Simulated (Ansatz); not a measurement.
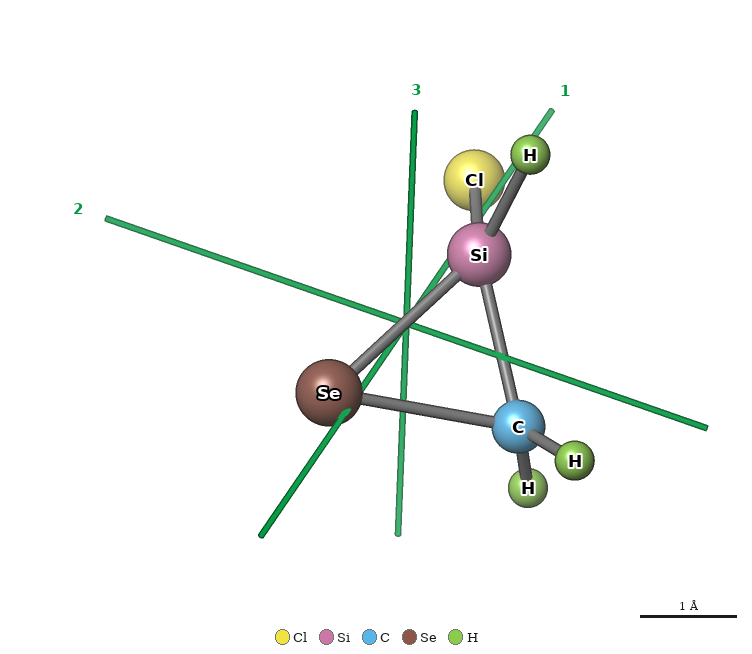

The three principal axes of inertia are drawn and numbered. Depth is shown by fading: the farther an atom, the more it takes the colour of the background. The geometry was computed by an optimisation with PBE-D4/def2-SVP. No frequency run is at hand to confirm it as a minimum. Masses are those of the most abundant isotopes; constants are for the rigid equilibrium geometry.

Which line is the a axis (least moment of inertia), which b and which c?

a is line 1, b is line 2, c is line 3; the moments are 73.4, 382, 413 u Å².

What kind of rotor is it, and what are its rotational constants in GHz?

An asymmetric top (C1): A = 6.88, B = 1.32, C = 1.22 GHz. Ray's parameter κ is −0.96, close to the prolate limit.
